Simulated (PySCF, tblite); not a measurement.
**BH7O5Si3, a fragment of a glass network (4-ring): NMR shifts, core binding energies and electronic excitations, part 1 of 2**

What NMR shifts, core binding energies and electronic excitations should one expect for `OB1O[SiH2]O[SiH2]O[SiH2]O1`? It is drawn as: Si Si Si B3, H ends, O bridges.

Programs: tblite 0.8.0 and PySCF 2.14.0. All values are calculated, for the isolated system unless a continuum is named. Atoms count from 0, parts from 1.

## (1) Starting point

16 atoms, charge 0, multiplicity 1; geometry: distance geometry start.

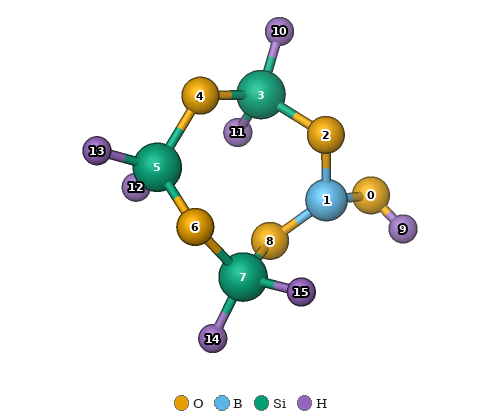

The starting geometry (oxygen amber, boron blue, silicon teal, hydrogen purple), atoms numbered.

## (2) Relaxing the cluster with GFN2-xTB

What the job is given:

```
{"job": {"kind": "relax", "xc": "GFN2-xTB", "basis": "xTB"}, "charge": 0, "multiplicity": 1}
O      2.863214     0.009158     0.410179
B      1.569686     0.324046    -0.257689
O      1.298559    -0.788917    -1.193437
Si     0.337814    -1.910076    -0.306899
O     -1.253139    -1.708371    -0.849114
Si    -2.080219    -0.372202    -0.154413
O     -1.686578     1.116316    -0.863530
Si    -0.404127     1.945535    -0.095017
O      0.655298     0.905167     0.751002
H      3.426116     0.772596     0.244794
H      0.867991    -3.246509    -0.382073
H      0.367805    -1.533544     1.147803
H     -1.949780    -0.390458     1.324937
H     -3.500682    -0.633688    -0.415654
H     -0.834623     3.001516     0.797644
H      0.392614     2.576749    -1.159204
```

With the program's defaults for keys left out, this is: GFN2-xTB geometry optimisation, gas phase.

Started as:

```console
> OMP_NUM_THREADS=1 python cluster_run.py task.json out
```

This one command runs all jobs of the session in turn.

Output:

```text
step      E/eV     max force
  0    -834.95702    5.206
  1    -836.02567    3.329
  2    -836.86626    3.606
  3    -837.02305    1.661
  4    -837.13234    1.016
  5    -837.26047    0.980
  6    -837.38562    1.065
  7    -837.58054    1.550
  8    -837.76439    1.456
  9    -837.96222    1.142
 10    -838.06014    0.914
 11    -838.16799    0.919
 12    -838.26584    0.834
 13    -838.34193    0.649
 14    -838.37842    0.664
 15    -838.41883    0.641
 16    -838.47392    0.510
 17    -838.51853    0.463
 18    -838.53617    0.366
 19    -838.55435    0.377
 20    -838.57511    0.357
 21    -838.60677    0.461
 22    -838.63748    0.405
 23    -838.66271    0.383
 24    -838.68455    0.373
 25    -838.69990    0.357
 26    -838.71202    0.349
 27    -838.72775    0.276
 28    -838.74433    0.286
 29    -838.75705    0.266
 30    -838.76286    0.379
 31    -838.76847    0.191
 32    -838.77344    0.210
 33    -838.78110    0.490
 34    -838.78918    0.276
 35    -838.79691    0.187
 36    -838.80130    0.151
 37    -838.80386    0.159
 38    -838.80669    0.130
 39    -838.80861    0.138
 40    -838.81060    0.119
 41    -838.81280    0.129
 42    -838.81483    0.104
 43    -838.81638    0.138
 44    -838.81751    0.089
 45    -838.81877    0.089
 46    -838.81975    0.088
 47    -838.82122    0.134
 48    -838.82265    0.140
 49    -838.82407    0.120
 50    -838.82526    0.087
 51    -838.82636    0.077
 52    -838.82748    0.079
 53    -838.82869    0.093
 54    -838.82975    0.103
 55    -838.83063    0.117
 56    -838.83154    0.095
 57    -838.83279    0.089
 58    -838.83439    0.088
 59    -838.83557    0.060
 60    -838.83614    0.053
 61    -838.83656    0.054
 62    -838.83722    0.073
 63    -838.83807    0.069
 64    -838.83881    0.040
 65    -838.83918    0.040
 66    -838.83939    0.034
 67    -838.83955    0.028
 68    -838.83973    0.025
 69    -838.83989    0.027
 70    -838.84005    0.029
 71    -838.84023    0.031
 72    -838.84047    0.030
 73    -838.84074    0.031
 74    -838.84097    0.032
 75    -838.84114    0.032
 76    -838.84130    0.030
 77    -838.84146    0.032
 78    -838.84160    0.026
 79    -838.84171    0.021
 80    -838.84178    0.026
 81    -838.84184    0.023
 82    -838.84189    0.015
 83    -838.84193    0.012
 84    -838.84195    0.007
```

Run time: 4.1 s. Hardware: 1 thread of Arm Neoverse V1, shared host.

The steps of the relaxation:

| step | energy from step 0 (eV) | largest force (eV/Å) |
| --- | --- | --- |
| 0 | 0.0000 | 5.2060 |
| 3 | -2.0660 | 1.6608 |
| 6 | -2.4286 | 1.0652 |
| 9 | -3.0052 | 1.1424 |
| 12 | -3.3088 | 0.8340 |
| 15 | -3.4618 | 0.6402 |
| 18 | -3.5791 | 0.3657 |
| 21 | -3.6497 | 0.4616 |
| 24 | -3.7275 | 0.3735 |
| 27 | -3.7707 | 0.2761 |
| 30 | -3.8058 | 0.3788 |
| 33 | -3.8241 | 0.4906 |
| 36 | -3.8443 | 0.1509 |
| 39 | -3.8516 | 0.1378 |
| 42 | -3.8578 | 0.1039 |
| 45 | -3.8617 | 0.0887 |
| 48 | -3.8656 | 0.1402 |
| 51 | -3.8693 | 0.0772 |
| 54 | -3.8727 | 0.1029 |
| 57 | -3.8758 | 0.0898 |
| 60 | -3.8791 | 0.0538 |
| 63 | -3.8810 | 0.0686 |
| 66 | -3.8824 | 0.0341 |
| 69 | -3.8829 | 0.0269 |
| 72 | -3.8834 | 0.0301 |
| 75 | -3.8841 | 0.0323 |
| 78 | -3.8846 | 0.0270 |
| 81 | -3.8848 | 0.0229 |
| 84 | -3.8849 | 0.0077 |

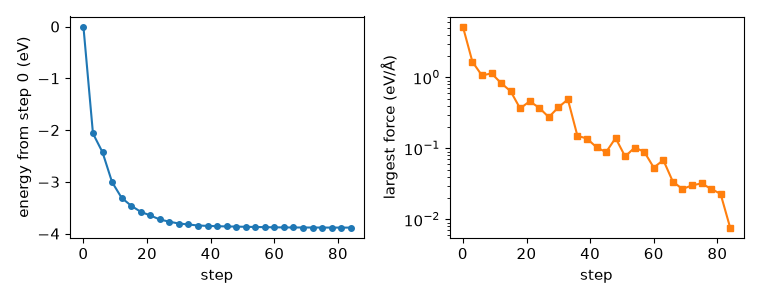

Energy and force, step by step.

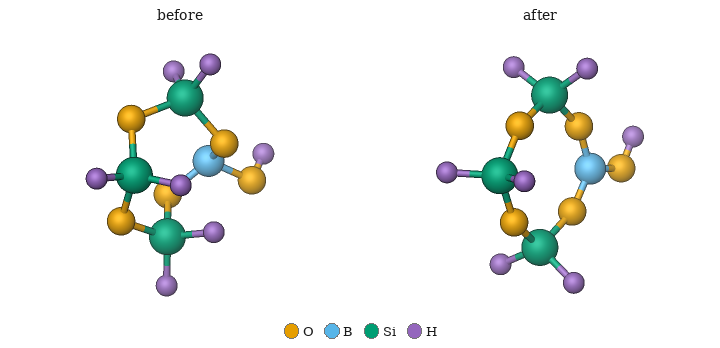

The geometry before (left) and after (right).

Distances of close pairs at the start and the end, largest changes first:

| bond | before (Å) | after (Å) | change (Å) |
| --- | --- | --- | --- |
| B1–O2 | 1.479 | 1.335 | -0.145 |
| O0–B1 | 1.489 | 1.357 | -0.133 |
| B1–O8 | 1.480 | 1.351 | -0.129 |
| O2–Si3 | 1.722 | 1.606 | -0.117 |
| O4–Si5 | 1.718 | 1.617 | -0.101 |
| Si7–O8 | 1.709 | 1.609 | -0.100 |
| O6–Si7 | 1.710 | 1.616 | -0.093 |
| Si5–O6 | 1.695 | 1.619 | -0.076 |

## (3) Geometry optimisation at PBE0-D3(BJ)/def2-SVP

What the job is given:

```
{"job": {"xc": "PBE0", "basis": "def2-SVP", "d3": "d3bj", "grid": 2, "kind": "geom", "shake": 0.01}, "charge": 0, "multiplicity": 1}
O      3.270260     0.330614     0.218807
B      1.899786     0.204825     0.102752
O      1.389851    -1.032200     0.103895
Si     0.291740    -2.144884     0.046198
O     -1.259042    -1.579495     0.054076
Si    -2.335138    -0.360826     0.023137
O     -1.590273     1.068923    -0.120415
Si    -0.283703     2.032287    -0.207881
O      1.125267     1.313559     0.013552
H      3.546839     1.262513     0.216412
H      0.417100    -2.827907    -1.221954
H      0.398194    -2.916097     1.286384
H     -3.044053    -0.351028     1.301730
H     -3.148681    -0.545984    -1.170264
H     -0.408990     2.940239     0.920807
H     -0.280608     2.594146    -1.545092
```

Output:

```text
step   0  E = -1272.69857314  max force = 0.047094
step   1  E = -1272.71307129  max force = 0.009358
step   2  E = -1272.71328381  max force = 0.003634
step   3  E = -1272.71332310  max force = 0.001727
step   4  E = -1272.71335170  max force = 0.000794
step   5  E = -1272.71336467  max force = 0.000681
step   6  E = -1272.71338849  max force = 0.000886
step   7  E = -1272.71341989  max force = 0.001614
step   8  E = -1272.71346895  max force = 0.002256
step   9  E = -1272.71351427  max force = 0.001601
step  10  E = -1272.71354106  max force = 0.000469
step  11  E = -1272.71354661  max force = 0.000392
optimisation converged
```

Wall time 4.1 min (1 thread of Arm Neoverse V1, shared host); peak memory 0.87 GiB.

The steps of the relaxation:

| step | energy from step 0 (eV) | largest force component (eV/Å) |
| --- | --- | --- |
| 0 | 0.0000 | 2.4217 |
| 1 | -0.3945 | 0.4812 |
| 2 | -0.4003 | 0.1869 |
| 3 | -0.4014 | 0.0888 |
| 4 | -0.4021 | 0.0408 |
| 5 | -0.4025 | 0.0350 |
| 6 | -0.4031 | 0.0456 |
| 7 | -0.4040 | 0.0830 |
| 8 | -0.4053 | 0.1160 |
| 9 | -0.4066 | 0.0823 |
| 10 | -0.4073 | 0.0241 |
| 11 | -0.4074 | 0.0202 |

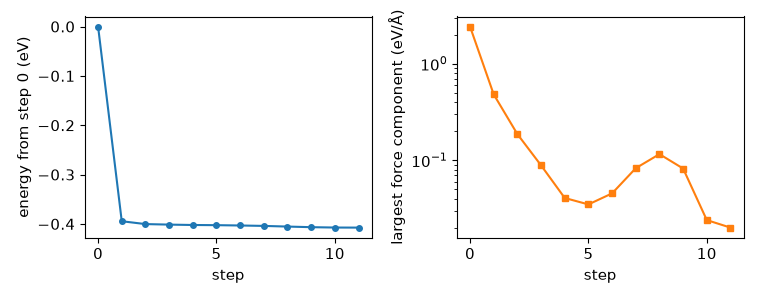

Energy and largest force along the relaxation.

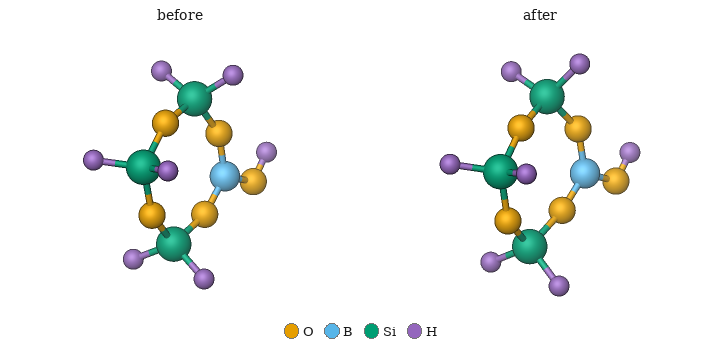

The geometry before (left) and after (right).

Distances of close pairs at the start and the end, largest changes first:

| bond | before (Å) | after (Å) | change (Å) |
| --- | --- | --- | --- |
| O2–Si3 | 1.564 | 1.638 | +0.074 |
| Si7–O8 | 1.597 | 1.654 | +0.057 |
| Si3–H10 | 1.446 | 1.486 | +0.040 |
| Si7–H15 | 1.450 | 1.487 | +0.036 |
| Si7–H14 | 1.454 | 1.485 | +0.031 |
| Si5–H13 | 1.456 | 1.486 | +0.030 |
| Si5–O6 | 1.619 | 1.648 | +0.029 |
| Si5–H12 | 1.462 | 1.486 | +0.024 |

The end geometry stands in the next job.

| at the end point | value |
| --- | --- |
| point group (found at 0.08 Å tolerance) | C1 |
| rotational constants (GHz, main isotopes) | 1.221, 0.943, 0.547 |
| dipole moment (D) | 1.35 |

## (4) NMR shieldings: PBE0/pcSseg-1

What the job is given:

```
{"job": {"kind": "nmr", "xc": "PBE0", "basis": "pcSseg-1"}, "charge": 0, "multiplicity": 1}
O      3.222996     0.400457     0.438627
B      1.887952     0.325858     0.198094
O      1.317381    -0.901476     0.139424
Si     0.322708    -2.198124     0.028008
O     -1.259964    -1.725685     0.079060
Si    -2.319357    -0.462364     0.065895
O     -1.506796     0.951879    -0.166603
Si    -0.327037     2.081671    -0.336640
O      1.170990     1.480281     0.025410
H      3.518995     1.315511     0.457491
H      0.578229    -2.875119    -1.269594
H      0.574763    -3.095205     1.183509
H     -3.018942    -0.403597     1.376119
H     -3.276221    -0.650275    -1.055291
H     -0.590532     3.197616     0.606944
H     -0.307202     2.547720    -1.748200
```

Method: GIAO PBE0/pcSseg-1 NMR shielding, non-relativistic, gas phase.

Output:

```text
coarse grid: 15728 points
cycle   1  E = -1272.7739968891  dE =  1.386e+00  |g| = 1.423e+00  |ddm| = 3.845e+00
cycle   2  E = -1272.3497277301  dE =  4.243e-01  |g| = 2.080e+00  |ddm| = 2.235e+00
cycle   3  E = -1273.1152076069  dE = -7.655e-01  |g| = 1.241e-01  |ddm| = 1.507e+00
cycle   4  E = -1273.1171717660  dE = -1.964e-03  |g| = 7.663e-02  |ddm| = 1.378e-01
cycle   5  E = -1273.1181536716  dE = -9.819e-04  |g| = 1.130e-02  |ddm| = 4.789e-02
cycle   6  E = -1273.1181750619  dE = -2.139e-05  |g| = 2.136e-03  |ddm| = 1.027e-02
cycle   7  E = -1273.1181755842  dE = -5.223e-07  |g| = 1.370e-03  |ddm| = 1.943e-03
final grid: 140632 points
cycle   8  E = -1273.2169595825  dE = -2.072e-05  |g| = 1.214e-02  |ddm| = 1.586e-02
cycle   9  E = -1273.2169325657  dE =  2.702e-05  |g| = 1.750e-02  |ddm| = 1.629e-02
cycle  10  E = -1273.2169829917  dE = -5.043e-05  |g| = 7.461e-04  |ddm| = 1.014e-02
cycle  11  E = -1273.2169830795  dE = -8.785e-08  |g| = 2.687e-04  |ddm| = 5.831e-04
cycle  12  E = -1273.2169830911  dE = -1.159e-08  |g| = 4.520e-05  |ddm| = 1.657e-04
cycle  13  E = -1273.2169830915  dE = -3.583e-10  |g| = 1.239e-05  |ddm| = 4.231e-05
converged SCF energy = -1273.2169830915

GIAO shielding tensors (ppm)
atom      isotropic    diamagn.    paramagn.     s11        s22        s33       span
  0 O      232.347     384.391    -152.045    154.682    257.856    284.502    129.819
  1 B       87.710     198.595    -110.885     77.658     88.105     97.368     19.710
  2 O      231.230     398.567    -167.336    208.889    233.028    251.774     42.885
  3 Si     403.610     880.302    -476.692    387.166    403.672    419.992     32.826
  4 O      243.336     403.745    -160.410    163.496    230.828    335.683    172.187
  5 Si     398.912     880.153    -481.241    379.461    402.573    414.703     35.241
  6 O      250.284     402.523    -152.239    180.536    234.668    335.648    155.111
  7 Si     400.138     880.647    -480.509    384.421    402.679    413.315     28.894
  8 O      220.070     401.961    -181.891    191.752    217.629    250.828     59.077
  9 H       28.054      30.529      -2.475     21.295     24.983     37.885     16.590
 10 H       26.187      29.004      -2.816     22.904     23.915     31.743      8.839
 11 H       26.201      28.364      -2.163     22.674     23.990     31.938      9.264
 12 H       26.130      28.830      -2.701     22.905     23.750     31.734      8.829
 13 H       26.173      28.208      -2.035     22.816     23.794     31.910      9.094
 14 H       26.284      28.824      -2.540     22.695     24.111     32.045      9.350
 15 H       26.195      29.469      -3.274     22.894     23.996     31.695      8.801
```

It took 33 s on 1 thread of Arm Neoverse V1, shared host; peak memory 1.1 GiB.

Shifts follow as δ = σ(reference) − σ, with reference shieldings (ppm) from runs at the same level and on the same kind of geometry: $^{1}$H TMS 31.27, $^{29}$Si TMS 352.0, $^{17}$O H2O 334.6, $^{11}$B BF3·OEt2 100.7. The references are single molecules in the gas phase, so shifts against H2O, NH3, PH3, H3PO4 or CFCl3 are not on the usual liquid scales and can be off by tens of ppm.

| atoms | environment | σ (ppm) | δ (ppm) |
| --- | --- | --- | --- |
| H12 | hydrogen on a silicon bonded to 2 O, in a 8-membered ring | 26.13 | 5.14 |
| H13 | hydrogen on a silicon bonded to 2 O, in a 8-membered ring | 26.17 | 5.09 |
| H10 | hydrogen on a silicon bonded to 2 O, in a 8-membered ring | 26.19 | 5.08 |
| H15 | hydrogen on a silicon bonded to 2 O, in a 8-membered ring | 26.19 | 5.07 |
| H11 | hydrogen on a silicon bonded to 2 O, in a 8-membered ring | 26.20 | 5.07 |
| H14 | hydrogen on a silicon bonded to 2 O, in a 8-membered ring | 26.28 | 4.98 |
| H9 | hydrogen on an oxygen bonded to B | 28.05 | 3.21 |
| O8 | oxygen bonded to B, Si, in a 8-membered ring | 220.1 | 114.5 |
| O2 | oxygen bonded to B, Si, in a 8-membered ring | 231.2 | 103.3 |
| O0 | oxygen bonded to B, H | 232.3 | 102.2 |
| O4 | oxygen bonded to 2 Si, in a 8-membered ring | 243.3 | 91.2 |
| O6 | oxygen bonded to 2 Si, in a 8-membered ring | 250.3 | 84.3 |
| B1 | boron bonded to 3 O, in a 8-membered ring | 87.7 | 13.0 |
| Si5 | silicon bonded to 2 O, 2 H, in a 8-membered ring | 398.9 | -46.9 |
| Si7 | silicon bonded to 2 O, 2 H, in a 8-membered ring | 400.1 | -48.1 |
| Si3 | silicon bonded to 2 O, 2 H, in a 8-membered ring | 403.6 | -51.6 |

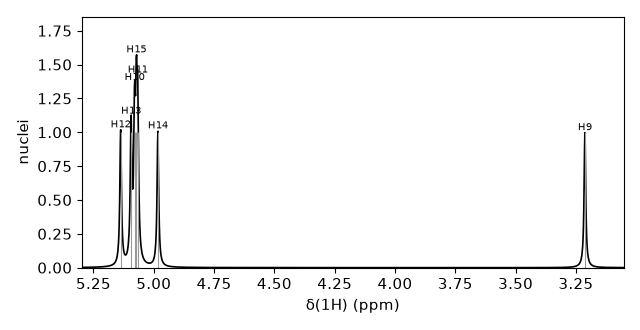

$^{1}$H lines at the computed shifts, without couplings. Lines are broadened to a width of 0.01 ppm (Lorentzian).

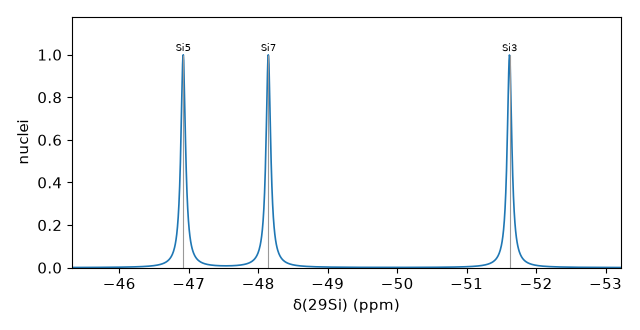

$^{29}$Si lines at the computed shifts, without couplings. Lines are broadened to a width of 0.08 ppm (Lorentzian).

The run also stored atomic charges by several schemes (e):

| atoms | Mulliken | IAO | Hirshfeld | ESP fit |
| --- | --- | --- | --- | --- |
| O0 | -0.39 | -0.56 | -0.27 | -0.75 |
| B1 | 0.64 | 0.62 | 0.31 | 0.82 |
| O2 | -0.59 | -0.66 | -0.27 | -0.40 |
| Si3 | 1.02 | 1.21 | 0.48 | 0.68 |
| O4 | -0.76 | -0.88 | -0.31 | -0.47 |
| Si5 | 1.04 | 1.20 | 0.47 | 0.72 |
| O6 | -0.74 | -0.88 | -0.31 | -0.46 |
| Si7 | 1.02 | 1.21 | 0.47 | 0.76 |
| O8 | -0.65 | -0.68 | -0.28 | -0.59 |

ESP fit charges:

O0 -0.75; B1 0.82; O2 -0.40; Si3 0.68; O4 -0.47; Si5 0.72; O6 -0.46; Si7 0.76; O8 -0.59; H9 0.45; H10 -0.12; H11 -0.12; H12 -0.13; H13 -0.13; H14 -0.13; H15 -0.13

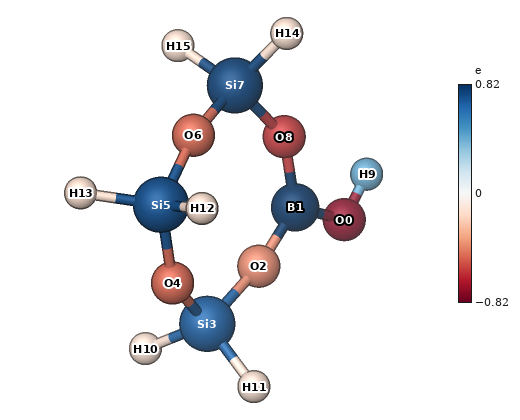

ESP fit charges, as colours on the atoms.

Mayer bond orders: O0–B1 1.27, B1–O2 1.03, O2–Si3 0.93, Si3–O4 0.92, O4–Si5 0.93, Si5–O6 0.91, O6–Si7 0.94, Si7–O8 0.92, O8–B1 1.03.

Ring of atoms B1, O2, Si3, O4, Si5, O6, Si7, O8: NICS(0) -0.7, NICS(1) 0.0, NICS(1)zz 4.5 ppm (means of both faces). The ring holds saturated atoms, so no π current runs round it: these values come from its σ bonds, any local π bonds and neighbouring rings, and say nothing of aromaticity.

(Continued in part 2 of 2.)
